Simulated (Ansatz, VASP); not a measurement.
# Cross-check of GaP between VASP and Ansatz, part 2 of 2

One calculation is typed for both programs; each brings its own data sets. How far apart do they land? The cell is taken from a series of VASP runs on this material, whose earlier steps may have relaxed, scaled or displaced it; both programs get it as it stands. Other levels of theory on this material are compared in a session of their own. Valence electrons are named where the data sets of a main pair hold unlike numbers.

VASP 6.6.1 and Ansatz 0.2.0.

So far, gap on path (eV): step 4 (comparison) 1.58.

## (5) VASP: band structure, PBE with D3(BJ), spin-orbit coupling

Level of this step: PBE with D3(BJ), spin-orbit coupling; plane waves and PAW (Ga_d, P) (VASP).

Levels along a path test the potential and the projectors away from the mesh points.

Contents of INCAR:

```
SYSTEM = GaP
PREC = Accurate
ENCUT = 400
EDIFF = 1E-06
NELM = 100
ISMEAR = 0
SIGMA = 0.05
LREAL = .FALSE.
ALGO = Normal
GGA = PE
IVDW = 12
LNONCOLLINEAR = .TRUE.
MAGMOM = 0 0 0 0 0 0
NBANDS = 30
GGA_COMPAT = .FALSE.
LASPH = .TRUE.
LSORBIT = .TRUE.
LORBIT = 11
LWAVE = .FALSE.
LCHARG = .FALSE.
KPAR = 2
```

Contents of POSCAR:

```
GaP
1.0
    0.0000000000      2.7205627809      2.7205627809
    2.7205627809      0.0000000000      2.7205627809
    2.7205627809      2.7205627809      0.0000000000
Ga P
1 1
Direct
    0.0000000000      0.0000000000      0.0000000000
    0.2500000000      0.2500000000      0.2500000000
```

Contents of KPOINTS:

```
Automatic mesh
0
Gamma
6 6 6
0 0 0
```

Contents of KPOINTS_OPT:

```
Line mode
16
Line-mode
Reciprocal
  0.00000000   0.00000000   0.00000000 GAMMA
  0.50000000   0.00000000   0.50000000 X

  0.50000000   0.00000000   0.50000000 X
  0.50000000   0.25000000   0.75000000 W

  0.50000000   0.25000000   0.75000000 W
  0.37500000   0.37500000   0.75000000 K

  0.37500000   0.37500000   0.75000000 K
  0.00000000   0.00000000   0.00000000 GAMMA

  0.00000000   0.00000000   0.00000000 GAMMA
  0.50000000   0.50000000   0.50000000 L

  0.50000000   0.50000000   0.50000000 L
  0.62500000   0.25000000   0.62500000 U

  0.62500000   0.25000000   0.62500000 U
  0.50000000   0.25000000   0.75000000 W

  0.50000000   0.25000000   0.75000000 W
  0.50000000   0.50000000   0.50000000 L

  0.50000000   0.50000000   0.50000000 L
  0.37500000   0.37500000   0.75000000 K

  0.62500000   0.25000000   0.62500000 U
  0.50000000   0.00000000   0.50000000 X
```

PAW data sets: Ga_d and P (PBE family, release 64).

On the command line:

```sh
> mpirun -np 2 vasp_ncl
```

Numbers of over 12 decimals in the logs are rounded to 6 here.

The program printed:

```text
[... set-up lines as in an earlier step ...]
 entering main loop
       N       E                     dE             d eps       ncg     rms          rms(c)
DAV:   1     0.119402961379E+03    0.11940E+03   -0.72546E+03  1450   0.152E+03
DAV:   2     0.608241191007E+01   -0.11332E+03   -0.10677E+03  1396   0.399E+02
DAV:   3    -0.886519034067E+01   -0.14948E+02   -0.14767E+02  1578   0.107E+02
DAV:   4    -0.936576129179E+01   -0.50057E+00   -0.49961E+00  1640   0.214E+01
[...]
DAV:  11    -0.910379747259E+01   -0.77550E-04   -0.12576E-04  1562   0.168E-01    0.143E-02
DAV:  12    -0.910381591187E+01   -0.18439E-04   -0.37431E-05  1428   0.505E-02    0.923E-03
DAV:  13    -0.910381604919E+01   -0.13732E-06   -0.14408E-06  1596   0.107E-02
   1 F= -.97403637E+01 E0= -.97403637E+01  d E =-.933545E-11  mag=     0.0000    -0.0000    -0.0000
 Start KPOINTS_OPT (optional k-point list driver)
k-point batch [1-22\160]
       N       E                     dE             ncg
DAV:   1     0.623207832289E+03   -0.67907E+04     1450
DAV:   2    -0.182494575056E+04   -0.24482E+04     1390
DAV:   3    -0.215415696931E+04   -0.32921E+03     1568
DAV:   4    -0.216462860947E+04   -0.10472E+02     1662
DAV:   5    -0.216485340641E+04   -0.22480E+00     1680
DAV:   6    -0.216486445169E+04   -0.11045E-01     1994
DAV:   7    -0.216486458480E+04   -0.13311E-03     1700
DAV:   8    -0.216486458638E+04   -0.15794E-05     1530
DAV:   9    -0.216486458654E+04   -0.15754E-06     1054
[...]
k-point batch [155-160\160]
       N       E                     dE             ncg
DAV:   1     0.927314181803E+04   -0.33514E+04      406
DAV:   2     0.860723163338E+04   -0.66591E+03      360
DAV:   3     0.852358811647E+04   -0.83644E+02      466
DAV:   4     0.852134876634E+04   -0.22394E+01      464
DAV:   5     0.852130317921E+04   -0.45587E-01      476
DAV:   6     0.852130071210E+04   -0.24671E-02      586
DAV:   7     0.852130069900E+04   -0.13102E-04      486
DAV:   8     0.852130069878E+04   -0.21752E-06      402
```

OUTCAR, selected parts (step 5):

```text
 Edisp (eV)   -0.63655

  Total      -0.02226    -0.02226    -0.02226     0.00000     0.00000    -0.00000
  in kB      -0.88547    -0.88547    -0.88547     0.00000     0.00000    -0.00000
  external pressure =       -0.89 kB  Pullay stress =        0.00 kB

 POSITION                                       TOTAL-FORCE (eV/Angst)
 -----------------------------------------------------------------------------------
      0.00000      0.00000      0.00000        -0.000000     -0.000000     -0.000000
      1.36028      1.36028      1.36028         0.000000      0.000000      0.000000
 -----------------------------------------------------------------------------------
    total drift:                                0.000001      0.000001      0.000001

  FREE ENERGIE OF THE ION-ELECTRON SYSTEM (eV)
  ---------------------------------------------------
  free  energy   TOTEN  =        -9.7403636867 eV

  energy  without entropy=       -9.7403636867  energy(sigma->0) =       -9.74036369

 magnetization (x)
# of ion       s       p       d       tot
------------------------------------------
    1        0.000   0.000  -0.000   0.000
    2        0.000   0.000   0.000   0.000
--------------------------------------------------
tot          0.000   0.000  -0.000   0.000

 magnetization (y)
# of ion       s       p       d       tot
------------------------------------------
    1        0.000  -0.000   0.000  -0.000
    2       -0.000   0.000   0.000   0.000
--------------------------------------------------
tot         -0.000   0.000   0.000  -0.000

 magnetization (z)
# of ion       s       p       d       tot
------------------------------------------
    1        0.000  -0.000   0.000   0.000
    2       -0.000   0.000   0.000   0.000
--------------------------------------------------
tot         -0.000   0.000   0.000   0.000

[... 1 part as in an earlier step ...]

[... 2 further parts left out ...]
[key lines of the parts left out:]
E-fermi :   4.9456
```

The run ends at a pressure of -0.09 GPa.

## (6) Ansatz: band structure, PBE with D3(BJ), spin-orbit coupling

The same cell, functional, mesh and smearing now go to Ansatz, which takes its cutoff from its data sets.

The cell is taken from a series of VASP runs on this material, whose earlier steps may have relaxed, scaled or displaced it; both programs get it as it stands.

Contents of input.yaml:

```yaml
crystal:
  lattice:
    - [0.0, 2.7205627809, 2.7205627809]
    - [2.7205627809, 0.0, 2.7205627809]
    - [2.7205627809, 2.7205627809, 0.0]
  atoms:
    - { symbol: Ga, position: [0.0, 0.0, 0.0] }
    - { symbol: P, position: [0.25, 0.25, 0.25] }
hamiltonian:
  xc: pbe
  pseudopotentials: { kind: paw_fr }
  dispersion: d3bj
magnetization:
  noncollinear: true
  spin_orbit: true
kpoints:
  mp_grid: { grid: [6, 6, 6] }
  band_path:
    path:
      - [0.0, 0.0, 0.0]
      - [0.16667, 0.0, 0.16667]
      - [0.33333, 0.0, 0.33333]
      - [0.43333, 0.0, 0.43333]
      - [0.5, 0.0, 0.5]
      - [0.5, 0.08333, 0.58333]
      - [0.5, 0.18333, 0.68333]
      - [0.5, 0.25, 0.75]
      - [0.45, 0.3, 0.75]
      - [0.40833, 0.34167, 0.75]
      - [0.35, 0.35, 0.7]
      - [0.225, 0.225, 0.45]
      - [0.075, 0.075, 0.15]
      - [0.03333, 0.03333, 0.03333]
      - [0.23333, 0.23333, 0.23333]
      - [0.4, 0.4, 0.4]
      - [0.51667, 0.46667, 0.51667]
      - [0.55833, 0.38333, 0.55833]
      - [0.60833, 0.28333, 0.60833]
      - [0.60833, 0.25, 0.64167]
      - [0.55833, 0.25, 0.69167]
      - [0.51667, 0.25, 0.73333]
      - [0.5, 0.3, 0.7]
      - [0.5, 0.38333, 0.61667]
      - [0.5, 0.48333, 0.51667]
      - [0.475, 0.475, 0.55]
      - [0.425, 0.425, 0.65]
      - [0.38333, 0.38333, 0.73333]
      - [0.59167, 0.18333, 0.59167]
      - [0.55, 0.1, 0.55]
      - [0.5, 0.0, 0.5]
    npoints: 1
scf:
  occupations: { method: gaussian, width: 0.05 }
  n_extra_bands: 14
output:
  forces: true
  stress: true
  eigenvalues: true
  write_density: true
  write_potential: true
  elf: true
  volumetric_format: npy
```

On the command line:

```sh
> ansatz run input.yaml --threads 2 --pin off --max-ram 4608MiB --backend cpu --events-out ev --progress --plain --runs-dir out
```

The program printed:

```text
[...]
non-collinear run that drives no moment, with spin-orbit: no starting moment large enough to seed its density (crystal.atoms[].spin), no starting occupations that ask for one, no magnetisation constraint and no magnetic field, so the semilocal B_xc is pinned to zero
Crystal: 2 atoms, lattice volume = 40.272 Å³
[...]
k-point 1: bands = [... 14 lower, 6.7519, 6.7519, 6.8115, 6.8158, 9.5921, 9.5921, 11.5328, 11.5328, ... 10 higher]
  k-point 2: bands = [... 14 lower, 6.2091, 6.2091, 6.2750, 6.2786, 9.0711, 9.0711, 11.9247, 11.9247, ... 10 higher]
  k-point 15: bands = [... 14 lower, 3.7475, 3.7644, 3.8482, 3.8927, 10.6172, 10.6436, 10.8022, 10.8157, ... 10 higher]
[key lines of the parts left out:]
SCF converged after 7 iterations
Magnetization: |M| = 0.0000 μB,  M = (+0.0000, +0.0000, +0.0000) μB
Free energy (F): -4540.251261 eV
Fermi energy:    7.991060 eV
P = ⅓ Tr σ = 0.2317 GPa (2.317 kbar)
```

Elapsed: 6.5 s, on 2 threads of Arm Neoverse V1, shared host; peak memory 0.39 GiB.

## (7) Differences

What differs besides the data sets and the points named for the pairs above, as far as they apply: spin-orbit coupling enters by fully relativistic files in Ansatz and inside the spheres in VASP. Total energies have different zeros and are not compared.

Compared:

```
                     quantity  Ansatz   VASP  difference
               pressure (GPa)    0.23  -0.09       +0.32
gap over the path points (eV)   1.552  1.552       0.000
```

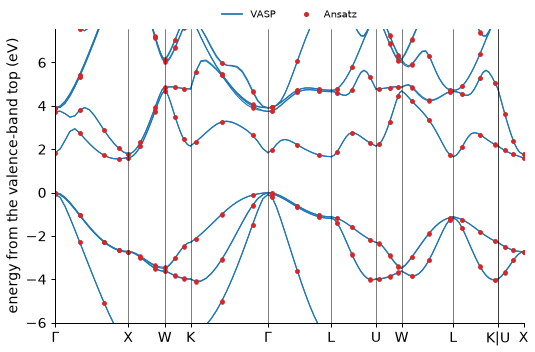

Bands from VASP (lines) and levels from Ansatz (dots). Dots without a line are higher empty bands that the VASP plot leaves out.

Levels at points of the path, from each program's valence-band top (eV; 6 filled, then empty):

```
k (reciprocal lattice)                                                               Ansatz                                                                 VASP
     0.000 0.000 0.000        -0.09 -0.09 0.00 0.00 0.00 0.00 1.84 1.84 3.74 3.74 3.91 3.91        -0.08 -0.08 0.00 0.00 0.00 0.00 1.84 1.84 3.74 3.74 3.91 3.91
     0.167 0.000 0.167    -2.28 -2.28 -1.05 -1.05 -1.02 -1.02 2.74 2.74 3.80 3.80 5.35 5.35    -2.28 -2.28 -1.05 -1.05 -1.02 -1.02 2.75 2.75 3.80 3.80 5.36 5.36
     0.333 0.000 0.333    -5.07 -5.07 -2.28 -2.28 -2.26 -2.26 1.72 1.72 2.88 2.88 8.14 8.14    -5.07 -5.07 -2.28 -2.28 -2.26 -2.26 1.72 1.72 2.88 2.88 8.16 8.16
     0.433 0.000 0.433    -6.43 -6.43 -2.67 -2.67 -2.64 -2.64 1.55 1.55 2.05 2.05 9.88 9.88    -6.43 -6.43 -2.67 -2.67 -2.64 -2.64 1.55 1.55 2.05 2.05 9.90 9.90
     0.500 0.000 0.500  -6.81 -6.81 -2.74 -2.74 -2.72 -2.72 1.61 1.61 1.79 1.79 10.53 10.53  -6.81 -6.81 -2.74 -2.74 -2.72 -2.72 1.61 1.61 1.79 1.79 10.55 10.55
     0.500 0.083 0.583    -6.76 -6.76 -3.00 -2.98 -2.96 -2.93 2.13 2.16 2.32 2.33 9.38 9.40    -6.76 -6.76 -3.00 -2.98 -2.96 -2.93 2.14 2.16 2.32 2.33 9.40 9.42
     0.500 0.183 0.683    -6.64 -6.63 -3.51 -3.49 -3.39 -3.35 3.74 3.76 3.92 3.94 7.11 7.16    -6.64 -6.63 -3.50 -3.49 -3.39 -3.35 3.74 3.77 3.92 3.94 7.12 7.18
     0.500 0.250 0.750    -6.61 -6.59 -3.64 -3.62 -3.50 -3.45 4.67 4.67 4.84 4.87 6.02 6.11    -6.61 -6.59 -3.64 -3.62 -3.50 -3.45 4.68 4.68 4.84 4.87 6.03 6.12
     0.450 0.300 0.750    -6.60 -6.59 -3.85 -3.83 -3.03 -3.00 3.49 3.50 4.85 4.86 6.66 6.70    -6.60 -6.59 -3.84 -3.82 -3.03 -3.00 3.49 3.50 4.86 4.86 6.67 6.71
     0.408 0.342 0.750    -6.60 -6.59 -3.97 -3.95 -2.50 -2.48 2.46 2.47 4.79 4.80 7.61 7.63    -6.60 -6.59 -3.97 -3.95 -2.50 -2.48 2.46 2.47 4.80 4.80 7.62 7.65
```

Among the levels compared at these points, filled levels agree within 3 meV and empty ones within 24 meV.

## (8) Results

```yaml
largest_difference_of_a_filled_level_at_the_path_points_band_structure_pbe_with_d3_bj: 1.8 meV
largest_difference_of_a_filled_level_at_the_path_points_band_structure_pbe_with_d3_bj_spin_orbit_coupling: 2.9 meV
```

What this shows: The largest difference of a filled level at the path points is 2.9 meV (band structure, PBE with D3(BJ), spin-orbit coupling), within the 80 meV picked in this series as the mark of a large difference. 5 further runs of this series are not shown here. How closely two codes agree says nothing of how well the functional describes the real material.

[Lines on the potential files, build, host, timing and source positions are cut from VASP's logs without a mark.]

[Logs are printed without paths, hosts, clocks, repeated set-up lines and the standing remarks that a program may print on its own settings, such as how far it seeks lower states.]

[Hosts, paths, dates, database ids (printed as entryN), source tags and the programs' standing remarks are cut or masked in the printed files.]
